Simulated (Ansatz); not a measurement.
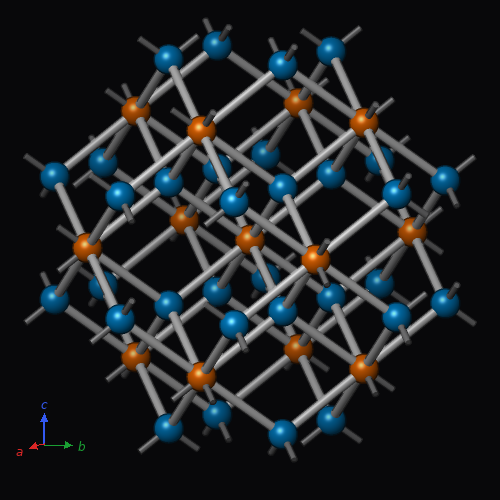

The picture shows a finite piece of the underlying net of a crystal structure, nodes on the atoms' positions. Nodes are coloured by topological kind. Short stubs are edges that leave the cut-out.

**What net is this?**

A binodal (4,8)-connected, three-periodic net. It is the flu net, known from fluorite.

**Give point symbol and coordination sequence of each kind of node.**

4-connected node: 4^6, sequence 4, 22, 24, 82, 64, 182; 8-connected node: 4^12.6^12.8^4, sequence 8, 12, 48, 42, 128, 92.

The net was derived as follows. HfO2 (space group Fm-3m, No. 225): a calculation's input that goes back to an entry of the Crystallography Open Database (an earlier step may have relaxed or displaced it). Bonds are taken as Hf–O below 2.5 Å; no other contact counts. The graph is simplified in the usual way: terminal and isolated atoms are pruned, two-connected atoms become edges. O is a 4-connected node; Hf is an 8-connected node, in the ratio 2:1.
